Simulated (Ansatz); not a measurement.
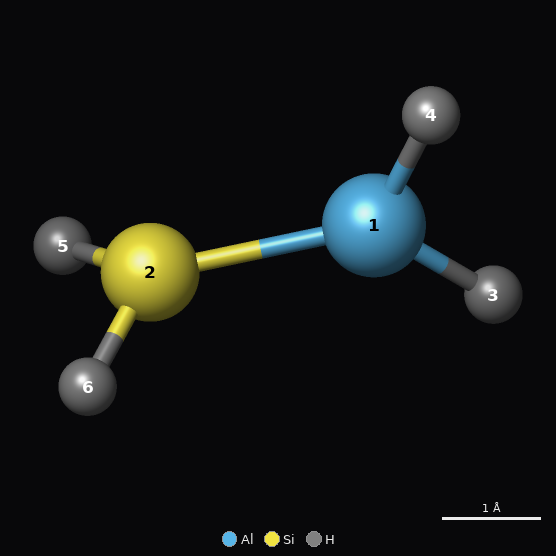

(Drawn from a calculation with Ansatz.)

Numbered structure. State: neutral, doublet. Geometry: atoms displaced at random (about 0.015 Å) from a stationary point of GFN2-xTB.

Describe the coordination of atom 1.

Answer. Al1 has 3 neighbours (Si2 at 2.35, H3 at 1.59, H4 at 1.55 Å); the arrangement is trigonal planar.
